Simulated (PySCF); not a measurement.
Property calculation, with input and output: C2H2FSi (part 1 of 3)

- system: C2H2FSi, multiplicity 2, SMILES C#C[SiH]F
- method: XLYP/cc-pVQZ, ROKS, COSMO solvent chloroform (PySCF 2.14.0)

The geometry comes from this level: PBE0-D4/def2-TZVP.

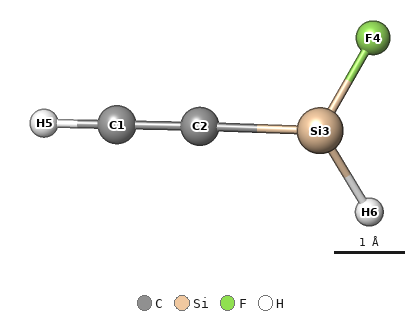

Fig. 1: The structure as given in the input (ball-and-stick view, seen on its broad side; atoms are numbered from 1 in the order of the input). Bond lengths as drawn: C–C 1.21 Å, C–H 1.07 Å, C–Si 1.81 Å, F–Si 1.60 Å and H–Si 1.48 Å.

**Results in brief**

```json
{"quantity": "outcome", "value": "converged"}
{"quantity": "total energy", "value": "−467.004291 hartree"}
{"quantity": "solvation energy", "value": "−0.003104 hartree"}
{"quantity": "basis functions", "value": "284"}
{"quantity": "⟨S²⟩", "value": "0.750"}
{"quantity": "dipole moment", "value": "1.83 D"}
{"quantity": "hardware", "value": "1 thread of Arm Neoverse V2, 24 GiB of memory available, shared host"}
{"quantity": "wall time", "value": "1.9 min"}
{"quantity": "peak memory", "value": "0.94 GiB"}
```

**The input (run.py)**
```python
import numpy
from pyscf import gto, scf, dft, lo, solvent

mol = gto.M(
    atom='''
C        0.118100      -0.680000      -1.605700
C        0.120400      -0.213700      -0.490100
Si       0.338300       0.466700       1.168800
F       -0.478000      -0.412300       2.226800
H        0.100300      -1.089200      -2.590300
H       -0.157100       1.864400       1.244300
''',
    charge=0,
    basis='cc-pvqz',
    spin=1,
    max_memory=1860,
    verbose=4,
)

mf = dft.ROKS(mol, xc='xlyp')
mf = mf.density_fit(auxbasis='def2-universal-jkfit')
mf = mf.PCM()
mf.with_solvent.method = 'COSMO'
mf.with_solvent.eps = 4.7113
mf.max_cycle = 100
mf.kernel()
if not mf.converged:
    mf = mf.newton().run(mf.mo_coeff, mf.mo_occ)

e_tot = mf.e_tot
print('E(%s) = %.9f' % ('XLYP', e_tot))
mf.analyze()
quad = mf.quad_moment()
occ = mf.mo_coeff[:, mf.mo_occ > 0]
iaos = lo.vec_lowdin(lo.iao.iao(mol, occ), mf.get_ovlp())
c = iaos.T @ mf.get_ovlp() @ occ
pop_iao, q_iao = scf.hf.mulliken_pop(lo.iao.reference_mol(mol), (c * mf.mo_occ[mf.mo_occ > 0]) @ c.T, numpy.eye(c.shape[0]), verbose=0)
print('IAO charges', numpy.round(q_iao, 4))
```

Launched with:
```bash
OMP_NUM_THREADS=1 python run.py
```

**Output**
```
PySCF version 2.14.0

[INPUT] num. atoms = 6
[INPUT] num. electrons = 37
[INPUT] charge = 0
[INPUT] spin (= nelec alpha-beta = 2S) = 1
[INPUT] symmetry False subgroup None
[INPUT] Mole.unit = angstrom
[INPUT] Symbol           X                Y                Z      unit          X                Y                Z       unit  Magmom
[INPUT]  1 C      0.118100000000  -0.680000000000  -1.605700000000 AA    0.223176655311  -1.285013764704  -3.034333238214 Bohr   0.0
[INPUT]  2 C      0.120400000000  -0.213700000000  -0.490100000000 AA    0.227523025398  -0.403834472820  -0.926154773649 Bohr   0.0
[INPUT]  3 Si     0.338300000000   0.466700000000   1.168800000000 AA    0.639294347940   0.881935182335   2.208711894392 Bohr   0.0
[INPUT]  4 F     -0.478000000000  -0.412300000000   2.226800000000 AA   -0.903289087542  -0.779134081158   4.208042134181 Bohr   0.0
[INPUT]  5 H      0.100300000000  -1.089200000000  -2.590300000000 AA    0.189539530294  -2.058289694876  -4.894957580461 Bohr   0.0
[INPUT]  6 H     -0.157100000000   1.864400000000   1.244300000000 AA   -0.296875974169   3.523205386639   2.351386216796 Bohr   0.0

nuclear repulsion = 130.57600076291
number of shells = 76
number of NR pGTOs = 355
number of NR cGTOs = 284
basis = cc-pvqz
ecp = {}

******** <class 'pyscf.solvent._attach_solvent.PCMDFROKS'> ********
method = PCMDFROKS
initial guess = minao
damping factor = 0
level_shift factor = 0
DIIS = <class 'pyscf.scf.diis.CDIIS'>
diis_start_cycle = 1
diis_space = 8
diis_damp = 0
SCF conv_tol = 1e-09
SCF conv_tol_grad = None
SCF max_cycles = 100
direct_scf = False
num. doubly occ = 18  num. singly occ = 1
XC library pyscf.dft.libxc version 7.0.0
    S. Lehtola, C. Steigemann, M. J.T. Oliveira, and M. A.L. Marques.,  SoftwareX 7, 1–5 (2018)
XC functionals = xlyp
    X. Xu and W. A. Goddard.,  Proc. Natl. Acad. Sci. U. S. A. 101, 2673 (2004)
radial grids:
    Treutler-Ahlrichs [JCP 102, 346 (1995); DOI:10.1063/1.469408] (M4) radial grids

becke partition: Becke, JCP 88, 2547 (1988); DOI:10.1063/1.454033
pruning grids: <function nwchem_prune>
grids dens level: 3
symmetrized grids: False
atomic radii adjust function: <function treutler_atomic_radii_adjust>
small_rho_cutoff = 0
******** <class 'pyscf.solvent.pcm.PCM'> (In testing) ********

WARN: PCM is an experimental feature. It is still in testing.
Features and APIs may be changed in the future.

lebedev_order = 29 (302 grids per sphere)
eps = 4.7113
frozen = False
Set gradient conv threshold to 3.16228e-05
tot grids = 81296
PCM E_diel = -9.90437565164631e-05
Solvent Energy = -9.90437565164631e-05
init E= -467.268776827832
  HOMO = -0.173524836094572  LUMO = -0.095451709382813  gap/eV = 2.12448
PCM E_diel = -0.00715835730958204
Solvent Energy = -0.00715835730958204
cycle= 1 E= -466.882966788934  delta_E= 0.386  |g|= 0.783  |ddm|= 2.43
  HOMO = -0.149095373976655  LUMO = -0.0290085488549985  gap/eV = 3.26773
PCM E_diel = -0.0148666381604323
Solvent Energy = -0.0148666381604323
cycle= 2 E= -466.410232183289  delta_E= 0.473  |g|= 1.67  |ddm|= 1.47

WARN: HOMO -0.0565843977560816 >= LUMO -0.152216970686787

PCM E_diel = -0.019261398276114
Solvent Energy = -0.019261398276114
cycle= 3 E= -466.838541689171  delta_E= -0.428  |g|= 0.289  |ddm|= 1.86
  HOMO = -0.181420109599365  LUMO = -0.0579750322234443  gap/eV = 3.35911
PCM E_diel = -0.00604878858518527
Solvent Energy = -0.00604878858518527
cycle= 4 E= -466.980607895086  delta_E= -0.142  |g|= 0.255  |ddm|= 1.45
  HOMO = -0.174810212184177  LUMO = -0.0606943446251412  gap/eV = 3.10525
PCM E_diel = -0.00317828185583734
Solvent Energy = -0.00317828185583734
cycle= 5 E= -467.002043569433  delta_E= -0.0214  |g|= 0.07  |ddm|= 0.127
  HOMO = -0.16539749810601  LUMO = -0.0592707236063211  gap/eV = 2.88786
PCM E_diel = -0.00330195279899393
Solvent Energy = -0.00330195279899393
cycle= 6 E= -467.003313468974  delta_E= -0.00127  |g|= 0.0523  |ddm|= 0.0724
  HOMO = -0.164406653698407  LUMO = -0.0588704503485604  gap/eV = 2.87179
PCM E_diel = -0.00307729527016303
Solvent Energy = -0.00307729527016303
cycle= 7 E= -467.003859742533  delta_E= -0.000546  |g|= 0.0313  |ddm|= 0.0313
  HOMO = -0.160930535218483  LUMO = -0.0595662127228588  gap/eV = 2.75826
PCM E_diel = -0.00313633257309437
Solvent Energy = -0.00313633257309437
cycle= 8 E= -467.004263179942  delta_E= -0.000403  |g|= 0.0081  |ddm|= 0.0326
  HOMO = -0.159230190931112  LUMO = -0.059251136607132  gap/eV = 2.72057
PCM E_diel = -0.00310406670385882
Solvent Energy = -0.00310406670385882
cycle= 9 E= -467.004289710591  delta_E= -2.65e-05  |g|= 0.00167  |ddm|= 0.0114
  HOMO = -0.159145342750399  LUMO = -0.059371177173936  gap/eV = 2.71499
PCM E_diel = -0.0031048467813584
Solvent Energy = -0.0031048467813584
cycle= 10 E= -467.004290714627  delta_E= -1e-06  |g|= 0.000239  |ddm|= 0.00187
  HOMO = -0.159132518916316  LUMO = -0.0593422589211121  gap/eV = 2.71543
PCM E_diel = -0.00310400816576531
Solvent Energy = -0.00310400816576531
cycle= 11 E= -467.004290732921  delta_E= -1.83e-08  |g|= 7.31e-05  |ddm|= 0.000389
  HOMO = -0.159148447981828  LUMO = -0.0593499664971098  gap/eV = 2.71566
PCM E_diel = -0.00310425222805005
Solvent Energy = -0.00310425222805005
cycle= 12 E= -467.004290735085  delta_E= -2.16e-09  |g|= 1.29e-05  |ddm|= 9e-05
  HOMO = -0.15915059759633  LUMO = -0.0593490548740943  gap/eV = 2.71574
PCM E_diel = -0.0031042492070458
Solvent Energy = -0.0031042492070458
cycle= 13 E= -467.004290735145  delta_E= -6.06e-11  |g|= 2.94e-06  |ddm|= 2.33e-05
  HOMO = -0.159150797237345  LUMO = -0.059349088562984  gap/eV = 2.71574
```

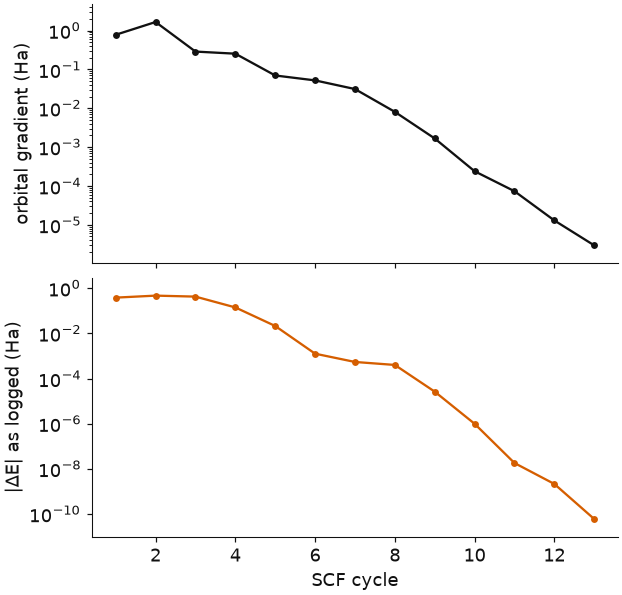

Fig. 2: Convergence of the self-consistent field: orbital gradient and size of the energy change against the SCF cycle. The residual comes down, with one marked jump up, by a factor of about 2, at step 2.

```
PCM E_diel = -0.0031042178680307
Solvent Energy = -0.0031042178680307
Extra cycle  E= -467.004290735143  delta_E= 1.82e-12  |g|= 4.8e-06  |ddm|= 4.96e-06
converged SCF energy = -467.004290735143
E(XLYP) = -467.004290735
**** SCF Summaries ****
Total Energy =                        -467.004290735143456
Nuclear Repulsion Energy =             130.576000762910041
One-electron Energy =                 -903.383935679715705
Two-electron Energy =                  305.806748399530193
Two-electron Coulomb Energy =          348.956174740366293
DFT Exchange-Correlation Energy =      -43.149426340836079
HOMO-LUMO gap [eV] =                     2.715742820193619
**** MO energy ****
                Roothaan           | alpha              | beta
MO #1   energy= -65.579616400252   | -65.5808580268975  | -65.5783747736062  occ= 2
MO #2   energy= -24.2955575741955  | -24.2964204461121  | -24.294694702279   occ= 2
MO #3   energy= -9.93787797237961  | -9.93848402727991  | -9.93727191747936  occ= 2
MO #4   energy= -9.91946971989841  | -9.91980598381455  | -9.91913345598213  occ= 2
MO #5   energy= -5.11179023701607  | -5.11325849051585  | -5.11032198351466  occ= 2
MO #6   energy= -3.53187367683154  | -3.53318597704283  | -3.53056137661563  occ= 2
MO #7   energy= -3.53055475195377  | -3.5334622334059   | -3.52764727050866  occ= 2
MO #8   energy= -3.52871515165353  | -3.5297890454457   | -3.52764125785412  occ= 2
MO #9   energy= -1.09145967839058  | -1.09320363233398  | -1.08971572450345  occ= 2
MO #10  energy= -0.687625627228392 | -0.689057245151408 | -0.686194009541828 occ= 2
MO #11  energy= -0.527764724726952 | -0.531021146581898 | -0.524508303384023 occ= 2
MO #12  energy= -0.481146239197853 | -0.482885937108763 | -0.47940654418218  occ= 2
MO #13  energy= -0.420341158584212 | -0.422520074425167 | -0.418162239639696 occ= 2
MO #14  energy= -0.400011877605033 | -0.40191489917093  | -0.398108855777543 occ= 2
MO #15  energy= -0.388084359581871 | -0.391242524329158 | -0.384926210337775 occ= 2
MO #16  energy= -0.331528839619175 | -0.33477374094313  | -0.328283941864059 occ= 2
MO #17  energy= -0.277062666005978 | -0.280111209572633 | -0.274014111541916 occ= 2
MO #18  energy= -0.272417496226241 | -0.273274925106621 | -0.271560069203181 occ= 2
MO #19  energy= -0.159150797237345 | -0.187552488652199 | -0.130749135232486 occ= 1
MO #20  energy= -0.059349088562984 | -0.0620398206195024 | -0.0566583548162901 occ= 0
MO #21  energy= -0.0262915270177585 | -0.0314909487573131 | -0.021092093401897 occ= 0
MO #22  energy= 0.0224126733462275 | 0.0202681899678527 | 0.0245571574198626 occ= 0
MO #23  energy= 0.0243441552927735 | 0.0207889918409836 | 0.0278993212045293 occ= 0
MO #24  energy= 0.0358994041046252 | 0.0350038883951641 | 0.0367949195376586 occ= 0
MO #25  energy= 0.055692426731734  | 0.0538280075226162 | 0.0575568453349927 occ= 0
MO #26  energy= 0.0756088334039613 | 0.0728185490668682 | 0.0783991152063873 occ= 0
MO #27  energy= 0.097572814605125  | 0.0914583227315301 | 0.103687320195818  occ= 0
MO #28  energy= 0.123276943493975  | 0.117618971514981  | 0.128934917546435  occ= 0
MO #29  energy= 0.141828237374307  | 0.137756882528004  | 0.145899595489732  occ= 0
MO #30  energy= 0.171627942806638  | 0.169258781958783  | 0.173997102476273  occ= 0
MO #31  energy= 0.175093174978364  | 0.170440354346487  | 0.179745995085156  occ= 0
MO #32  energy= 0.188235731841071  | 0.186824555116434  | 0.189646908127936  occ= 0
MO #33  energy= 0.207587821577488  | 0.202846827432052  | 0.212328813416025  occ= 0
MO #34  energy= 0.229210989509616  | 0.225238802839618  | 0.233183175600072  occ= 0
MO #35  energy= 0.24964215238113   | 0.24643817245027   | 0.252846132317597  occ= 0
MO #36  energy= 0.274091337177212  | 0.273297639304188  | 0.274885035071274  occ= 0
MO #37  energy= 0.284635589365052  | 0.283470223498967  | 0.285800955225726  occ= 0
MO #38  energy= 0.297408282635111  | 0.296242500544189  | 0.298574064652716  occ= 0
MO #39  energy= 0.314842069718926  | 0.312419260316046  | 0.317264880701911  occ= 0
MO #40  energy= 0.323818303861085  | 0.321354093047533  | 0.326282514655236  occ= 0
MO #41  energy= 0.327581472719228  | 0.326017670849439  | 0.329145273927324  occ= 0
MO #42  energy= 0.375693653136862  | 0.374156916818546  | 0.377230389021946  occ= 0
MO #43  energy= 0.399017336988813  | 0.397630134927555  | 0.400404539049023  occ= 0
MO #44  energy= 0.434796961610818  | 0.431572486415068  | 0.438021436754469  occ= 0
MO #45  energy= 0.470639226823779  | 0.469001558230682  | 0.472276896003805  occ= 0
MO #46  energy= 0.495208782990832  | 0.492741246731711  | 0.497676319700143  occ= 0
MO #47  energy= 0.532996335211007  | 0.529771876401464  | 0.536220793961621  occ= 0
MO #48  energy= 0.549851061994945  | 0.544625322898886  | 0.555076802941723  occ= 0
MO #49  energy= 0.558942633766395  | 0.552066715483012  | 0.565818552143706  occ= 0
MO #50  energy= 0.5612616069449    | 0.556278882456249  | 0.566244331595128  occ= 0
MO #51  energy= 0.579107901750929  | 0.575703636412091  | 0.582512166796024  occ= 0
MO #52  energy= 0.5885678777225    | 0.584999801054976  | 0.592135954755283  occ= 0
MO #53  energy= 0.608690575655376  | 0.605488729110051  | 0.611892423282614  occ= 0
MO #54  energy= 0.619642453770492  | 0.616810166084797  | 0.622474742842434  occ= 0
MO #55  energy= 0.637343515271433  | 0.627485871388627  | 0.647201157412255  occ= 0
MO #56  energy= 0.648248971122933  | 0.644545488109791  | 0.651952453691175  occ= 0
MO #57  energy= 0.668197721460843  | 0.660915613242627  | 0.675479831517551  occ= 0
MO #58  energy= 0.694397469825208  | 0.689920637472405  | 0.698874303060563  occ= 0
MO #59  energy= 0.708648270260803  | 0.702391165021983  | 0.714905375541194  occ= 0
MO #60  energy= 0.720527596645987  | 0.717714242835122  | 0.723340950584245  occ= 0
MO #61  energy= 0.732886484888974  | 0.731055264912861  | 0.734717704953409  occ= 0
MO #62  energy= 0.757241528188824  | 0.747612087900953  | 0.766870968700178  occ= 0
MO #63  energy= 0.795328711560776  | 0.789865367650787  | 0.800792055673426  occ= 0
MO #64  energy= 0.818003177891935  | 0.813268976562655  | 0.822737379232772  occ= 0
MO #65  energy= 0.85380869599493   | 0.850149339435043  | 0.857468052714776  occ= 0
MO #66  energy= 0.865045605236465  | 0.862350925779761  | 0.867740284665012  occ= 0
MO #67  energy= 0.871812143955329  | 0.867208512592134  | 0.87641577554405   occ= 0
MO #68  energy= 0.881206537118915  | 0.874975451608316  | 0.887437622633149  occ= 0
MO #69  energy= 0.904393716321036  | 0.900145826217397  | 0.908641606398174  occ= 0
MO #70  energy= 0.938118269331885  | 0.935998405814428  | 0.940238132849676  occ= 0
MO #71  energy= 0.947026687926721  | 0.944376550483049  | 0.949676825524383  occ= 0
MO #72  energy= 0.97027506006629   | 0.965697565505467  | 0.974852555229691  occ= 0
MO #73  energy= 0.975003295335014  | 0.972441392737483  | 0.977565197935477  occ= 0
MO #74  energy= 1.02907445913345   | 1.02600342296179   | 1.0321454952581    occ= 0
MO #75  energy= 1.06376745970103   | 1.06082025328143   | 1.06671466609111   occ= 0
MO #76  energy= 1.09056083798151   | 1.08491352350445   | 1.09620815296905   occ= 0
MO #77  energy= 1.13910560399092   | 1.13681694482898   | 1.14139426316155   occ= 0
MO #78  energy= 1.15490476212739   | 1.15067193027219   | 1.15913759399652   occ= 0
MO #79  energy= 1.16313033851769   | 1.15746063210231   | 1.1688000448411    occ= 0
```
